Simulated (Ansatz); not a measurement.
## Geometry relaxation, with input and output: CH$_{5}$NSSi (part 1 of 2)

The run: geometry relaxation of CH$_{5}$NSSi. Method and program: RKS r2SCAN-D4/STO-3G (Ansatz 0.2.0).

It belongs to a series of runs on one base structure; here: end point B relaxed. Figures and captions count atoms from 1; the log counts them from 0 in places.

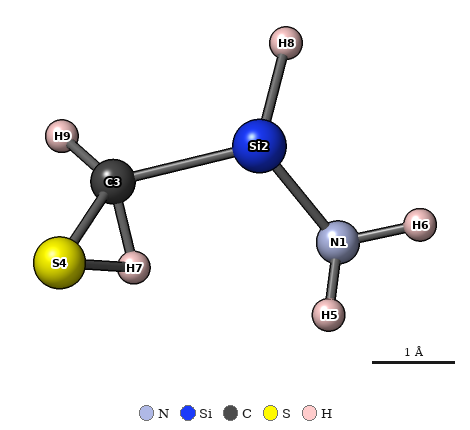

**Figure 1.** The structure as given in the input (ball-and-stick view, seen at a tilt; atoms are numbered from 1 in the order of the input). Bond lengths as drawn: C–H 1.09 to 1.16 Å, C–S 1.61 Å, C–Si 1.86 Å, H–N 1.03 to 1.04 Å, H–S 1.46 Å, H–Si 1.52 Å and N–Si 1.64 Å.

### Summary

| quantity | value |
| --- | --- |
| outcome | converged |
| total energy | −21075.2074 eV |
| mean-field energy | −21075.1596 eV |
| largest force (length of the vector) at the end | 0.017 eV/Å |
| hardware | 1 thread of Arm Neoverse V1, 24 GiB of memory available, shared host |
| wall time | 2 min |
| peak memory | 0.16 GiB |

### The input
```yaml
crystal:
  periodic: [false, false, false]
  atoms:
    - { symbol: "N", position_ang: [-0.8718, 0.7325, -0.9332] }
    - { symbol: Si, position_ang: [0.4897, 0.1475, -0.2312] }
    - { symbol: C, position_ang: [0.178, -0.5338, 1.4676] }
    - { symbol: S, position_ang: [-0.4796, -1.9966, 1.6552] }
    - { symbol: H, position_ang: [-1.608, 0.0239, -1.0277] }
    - { symbol: H, position_ang: [-0.7127, 1.0616, -1.905] }
    - { symbol: H, position_ang: [-0.87862, -0.65574, 1.2293] }
    - { symbol: H, position_ang: [1.5048, 1.2815, -0.2194] }
    - { symbol: H, position_ang: [0.5739, 0.0978, 2.3616] }
basis:
  gaussian: { orbitals: STO-3G }
hamiltonian:
  xc: r2scan
  dispersion: d4
relax:
  f_tol: 0.02
  max_steps: 50
output:
  orbitals: {}
```

Launch command:
```bash
ansatz run input.yaml --threads 1 --pin off --max-ram 2048MiB --backend cpu --events-out ev --progress --plain --runs-dir out
```

### Log
```
The last accepted step is kept in [file] (removed where the run ends without a failure and the disk answers)
Engine: ansatz 0.2.0, aarch64-unknown-linux-gnu
Functional definition: r2SCAN
  parameter k0 = 0.174
  parameter k1 = 0.065
  parameter a1 = 4.9479
  exchange = r2scan_x(k0 = k0, k1 = k1, a1 = a1)
  correlation = r2scan_c
448 factors; integrals over basis functions are off by at most 1.4e-5 eV
mean field evaluation 1: about -21065.1393 eV, gradient 2.8e1 eV
mean field evaluation 2: about -21053.0205 eV, gradient 4.7e1 eV
mean field evaluation 4: about -21066.6696 eV, gradient 1.9e1 eV
mean field evaluation 8: about -21068.9304 eV, gradient 8.1e-1 eV
mean field evaluation 16: about -21068.8803 eV, gradient 3.9e-4 eV
mean field -21068.88030591 eV, -774.2670702420 hartree, gradient 9.2e-6 eV, S^2 0.000000; 0 other end points of the search recorded, 0 dependent functions left out
the calculation of the forces begins
reference -21068.88031157 eV, -774.2670704503 hartree; 24, 24 occupied and 9, 9 virtual orbitals, 448 factors
relax step   1: F+E_penalty+E_count = -21068.93029533 eV  Δ(F+E_penalty+E_count) = +0.000e0 eV  max|allowed force component| = 1.059e1 eV/Å  Δτ_max = 0.0000 Å  (30 SCF iters, accepted)
these checks for a lower state are left out or cut short: starts, cluster_reference, orbital_swaps, neighbouring_geometries, increment
448 factors; integrals over basis functions are off by at most 1.2e-5 eV
mean field -21070.66605494 eV, -774.3326953085 hartree, gradient 1.6e-5 eV, S^2 0.000000; 0 other end points of the search recorded, 0 dependent functions left out
[... from here on the field's lines of each further geometry are left out, up to the last ...]
relax step   2: F+E_penalty+E_count = -21070.71561905 eV  Δ(F+E_penalty+E_count) = -1.785e0 eV  max|allowed force component| = 4.298e0 eV/Å  Δτ_max = 0.1935 Å  (34 SCF iters, accepted)
relax step   3: F+E_penalty+E_count = -21071.36311088 eV  Δ(F+E_penalty+E_count) = -6.475e-1 eV  max|allowed force component| = 1.853e0 eV/Å  Δτ_max = 0.1945 Å  (36 SCF iters, accepted)
relax step   4: F+E_penalty+E_count = -21071.81800244 eV  Δ(F+E_penalty+E_count) = -4.549e-1 eV  max|allowed force component| = 3.173e0 eV/Å  Δτ_max = 0.1988 Å  (35 SCF iters, accepted)
relax step   5: F+E_penalty+E_count = -21072.22940456 eV  Δ(F+E_penalty+E_count) = -4.114e-1 eV  max|allowed force component| = 2.421e0 eV/Å  Δτ_max = 0.1933 Å  (39 SCF iters, accepted)
relax step   6: F+E_penalty+E_count = -21072.42663634 eV  Δ(F+E_penalty+E_count) = -1.972e-1 eV  max|allowed force component| = 1.242e0 eV/Å  Δτ_max = 0.1927 Å  (36 SCF iters, accepted)
relax step   7: F+E_penalty+E_count = -21072.51220912 eV  Δ(F+E_penalty+E_count) = -8.557e-2 eV  max|allowed force component| = 1.156e0 eV/Å  Δτ_max = 0.2000 Å  (30 SCF iters, accepted)
relax step   8: F+E_penalty+E_count = -21072.57661531 eV  Δ(F+E_penalty+E_count) = -6.441e-2 eV  max|allowed force component| = 1.397e0 eV/Å  Δτ_max = 0.1935 Å  (30 SCF iters, accepted)
relax step   9: F+E_penalty+E_count = -21072.66261775 eV  Δ(F+E_penalty+E_count) = -8.600e-2 eV  max|allowed force component| = 4.047e-1 eV/Å  Δτ_max = 0.1999 Å  (30 SCF iters, accepted)
relax step  10: F+E_penalty+E_count = -21072.69635331 eV  Δ(F+E_penalty+E_count) = -3.374e-2 eV  max|allowed force component| = 4.849e-1 eV/Å  Δτ_max = 0.1712 Å  (30 SCF iters, accepted)
relax step  11: F+E_penalty+E_count = -21072.71936721 eV  Δ(F+E_penalty+E_count) = -2.301e-2 eV  max|allowed force component| = 3.436e-1 eV/Å  Δτ_max = 0.1489 Å  (30 SCF iters, accepted)
relax step  12: F+E_penalty+E_count = -21072.73555026 eV  Δ(F+E_penalty+E_count) = -1.618e-2 eV  max|allowed force component| = 3.660e-1 eV/Å  Δτ_max = 0.1950 Å  (30 SCF iters, accepted)
relax step  13: F+E_penalty+E_count = -21072.74622309 eV  Δ(F+E_penalty+E_count) = -1.067e-2 eV  max|allowed force component| = 1.295e-1 eV/Å  Δτ_max = 0.0577 Å  (30 SCF iters, accepted)
relax step  14: F+E_penalty+E_count = -21072.74775424 eV  Δ(F+E_penalty+E_count) = -1.531e-3 eV  max|allowed force component| = 1.997e-1 eV/Å  Δτ_max = 0.1363 Å  (30 SCF iters, accepted)
relax step  15: F+E_penalty+E_count = -21072.68489304 eV  Δ(F+E_penalty+E_count) = +6.286e-2 eV  max|allowed force component| = 6.493e-1 eV/Å  Δτ_max = 0.1665 Å  (30 SCF iters, rejected (line search))
relax step  16: F+E_penalty+E_count = -21072.75419635 eV  Δ(F+E_penalty+E_count) = -6.442e-3 eV  max|allowed force component| = 1.368e-1 eV/Å  Δτ_max = 0.0832 Å  (30 SCF iters, accepted)
relax step  17: F+E_penalty+E_count = -21072.75820660 eV  Δ(F+E_penalty+E_count) = -4.010e-3 eV  max|allowed force component| = 3.059e-1 eV/Å  Δτ_max = 0.0976 Å  (30 SCF iters, accepted)
relax step  18: F+E_penalty+E_count = -21072.76375743 eV  Δ(F+E_penalty+E_count) = -5.551e-3 eV  max|allowed force component| = 3.875e-1 eV/Å  Δτ_max = 0.0735 Å  (30 SCF iters, accepted)
relax step  19: F+E_penalty+E_count = -21072.76785834 eV  Δ(F+E_penalty+E_count) = -4.101e-3 eV  max|allowed force component| = 8.428e-1 eV/Å  Δτ_max = 0.1986 Å  (35 SCF iters, accepted)
relax step  20: F+E_penalty+E_count = -21072.82467432 eV  Δ(F+E_penalty+E_count) = -5.682e-2 eV  max|allowed force component| = 8.591e-1 eV/Å  Δτ_max = 0.1936 Å  (30 SCF iters, accepted)
relax step  21: F+E_penalty+E_count = -21072.95273299 eV  Δ(F+E_penalty+E_count) = -1.281e-1 eV  max|allowed force component| = 8.088e-1 eV/Å  Δτ_max = 0.1950 Å  (35 SCF iters, accepted)
relax step  22: F+E_penalty+E_count = -21073.13359397 eV  Δ(F+E_penalty+E_count) = -1.809e-1 eV  max|allowed force component| = 6.182e-1 eV/Å  Δτ_max = 0.1951 Å  (30 SCF iters, accepted)
relax step  23: F+E_penalty+E_count = -21073.38509992 eV  Δ(F+E_penalty+E_count) = -2.515e-1 eV  max|allowed force component| = 9.499e-1 eV/Å  Δτ_max = 0.1952 Å  (35 SCF iters, accepted)
relax step  24: F+E_penalty+E_count = -21073.75030225 eV  Δ(F+E_penalty+E_count) = -3.652e-1 eV  max|allowed force component| = 1.792e0 eV/Å  Δτ_max = 0.1949 Å  (32 SCF iters, accepted)
relax step  25: F+E_penalty+E_count = -21074.27673873 eV  Δ(F+E_penalty+E_count) = -5.264e-1 eV  max|allowed force component| = 2.284e0 eV/Å  Δτ_max = 0.1993 Å  (30 SCF iters, accepted)
relax step  26: F+E_penalty+E_count = -21074.78615905 eV  Δ(F+E_penalty+E_count) = -5.094e-1 eV  max|allowed force component| = 1.675e0 eV/Å  Δτ_max = 0.1946 Å  (30 SCF iters, accepted)
relax step  27: F+E_penalty+E_count = -21074.94928364 eV  Δ(F+E_penalty+E_count) = -1.631e-1 eV  max|allowed force component| = 1.259e0 eV/Å  Δτ_max = 0.1948 Å  (31 SCF iters, accepted)
relax step  28: F+E_penalty+E_count = -21075.12384134 eV  Δ(F+E_penalty+E_count) = -1.746e-1 eV  max|allowed force component| = 9.512e-1 eV/Å  Δτ_max = 0.2000 Å  (30 SCF iters, accepted)
relax step  29: F+E_penalty+E_count = -21075.16487193 eV  Δ(F+E_penalty+E_count) = -4.103e-2 eV  max|allowed force component| = 1.247e0 eV/Å  Δτ_max = 0.1227 Å  (24 SCF iters, accepted)
relax step  30: F+E_penalty+E_count = -21075.19257954 eV  Δ(F+E_penalty+E_count) = -2.771e-2 eV  max|allowed force component| = 3.933e-1 eV/Å  Δτ_max = 0.0800 Å  (25 SCF iters, accepted)
relax step  31: F+E_penalty+E_count = -21075.20030784 eV  Δ(F+E_penalty+E_count) = -7.728e-3 eV  max|allowed force component| = 5.878e-1 eV/Å  Δτ_max = 0.0517 Å  (26 SCF iters, accepted)
relax step  32: F+E_penalty+E_count = -21075.20708810 eV  Δ(F+E_penalty+E_count) = -6.780e-3 eV  max|allowed force component| = 9.243e-2 eV/Å  Δτ_max = 0.0245 Å  (26 SCF iters, accepted)
the calculation of the forces begins
reference -21075.15958559 eV, -774.4978295141 hartree; 24, 24 occupied and 9, 9 virtual orbitals, 454 factors
relax step  33: F+E_penalty+E_count = -21075.20737763 eV  Δ(F+E_penalty+E_count) = -2.895e-4 eV  max|allowed force component| = 1.559e-2 eV/Å  Δτ_max = 0.0057 Å  (21 SCF iters, accepted)
```

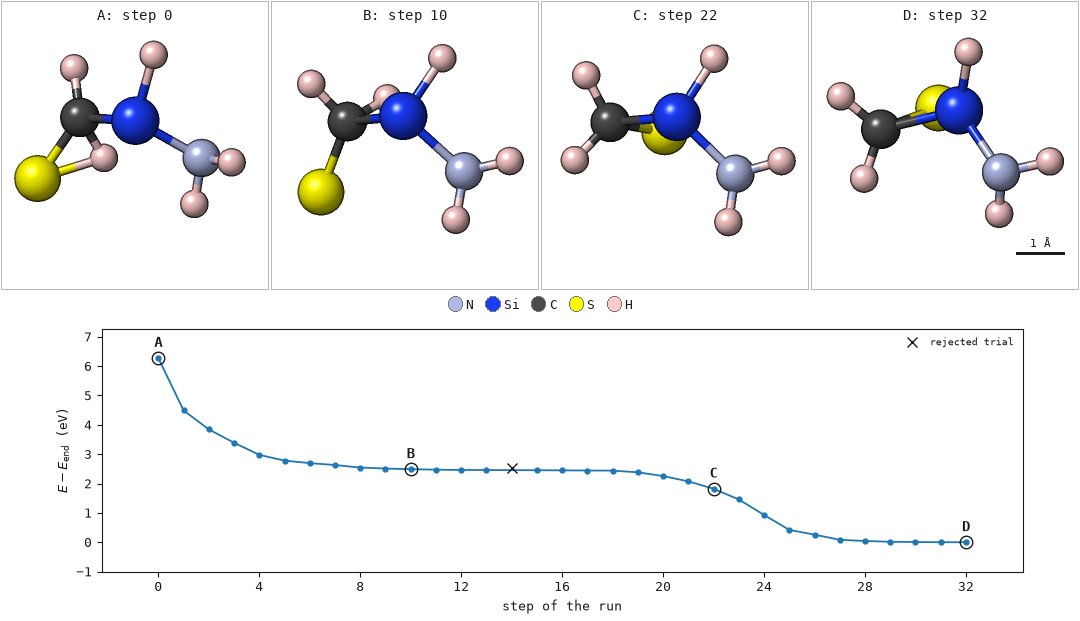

**Figure 2.** Frames of the relaxation (ball-and-stick view, seen at a tilt) above the curves, on which the letters mark them (the first geometry is step 0 here and step 1 in the log).

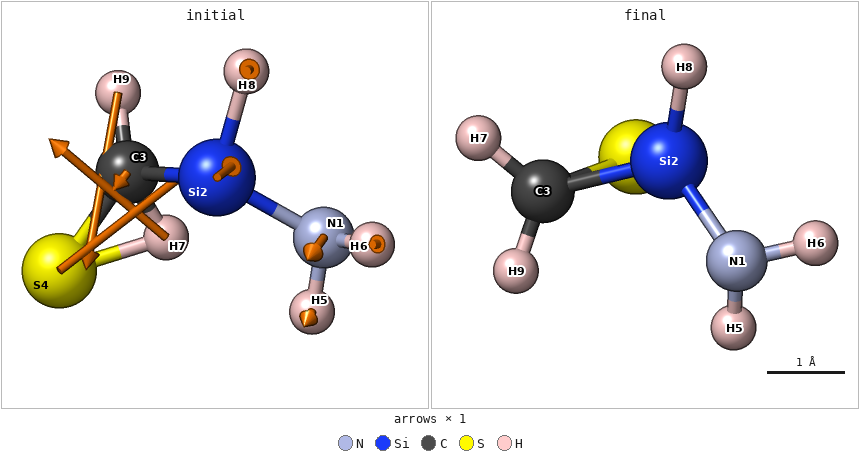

**Figure 3.** Before (left) and after (right) the relaxation, at one scale (ball-and-stick view, seen at a tilt). The orange arrows give the displacements, at true length. The largest move after the best rigid fit is that of S4, 2.57 Å. Largest moves by element: S 2.57 Å, H 2.43 Å, Si 0.73 Å, N 0.65 Å, C 0.33 Å. Distances before and after: S4–H7 1.462 → 2.530 Å, Si2–S4 3.016 → 2.099 Å, C3–S4 1.615 → 1.864 Å, N1–Si2 1.640 → 1.772 Å. New bonds form: Si2–S4 (3.02 → 2.10 Å). Bonds break: S4–H7 (1.46 → 2.53 Å). Among the angles that change: S4–C3–H7 61.9° → 115.0°, Si2–C3–S4 120.5° → 69.1°, Si2–C3–H7 90.2° → 120.7°. The energy falls by 6.277 eV in 32 geometry steps. The largest force component goes from 11 to 0.016 eV/Å. The line search rejected the trial step at point 14 (counted from 0) and went back. (Atoms are counted from 1 in the order of the input.)

```
454 factors; integrals over basis functions are off by at most 3.5e-5 eV
mean field -21075.15957982 eV, -774.4978293021 hartree, gradient 1.2e-5 eV, S^2 0.000000; 1 other end points of the search recorded, 0 dependent functions left out
the calculation of the forces begins
reference -21075.15958559 eV, -774.4978295141 hartree; 24, 24 occupied and 9, 9 virtual orbitals, 454 factors
Total energy: -21075.20738340 eV, -774.4995860512 hartree
Atom 0 at    -0.250319     0.206744    -1.442512 Å, force    -0.003514    -0.007243    -0.014978 eV/Å
Atom 1 at    -0.409518     0.620524     0.273542 Å, force    -0.001928     0.006587     0.013461 eV/Å
Atom 2 at     0.373765    -0.504303     1.498797 Å, force    -0.003909    -0.006084     0.008687 eV/Å
Atom 3 at    -1.481628    -0.517513     1.673724 Å, force    -0.010197    -0.002637    -0.005790 eV/Å
Atom 4 at    -0.444560    -0.818836    -1.576381 Å, force    -0.001913     0.015590     0.004502 eV/Å
Atom 5 at    -1.020871     0.672403    -1.988300 Å, force     0.006369    -0.008007     0.003073 eV/Å
Atom 6 at     0.917372    -0.101291     2.361450 Å, force     0.008571     0.006119    -0.006585 eV/Å
Atom 7 at    -0.301036     2.055730     0.425648 Å, force     0.002574    -0.005174    -0.000873 eV/Å
Atom 8 at     0.812474    -1.454797     1.171233 Å, force     0.003948     0.000849    -0.001498 eV/Å
Dipole moment:    -0.162881     0.076867    -0.231458 e Å
```
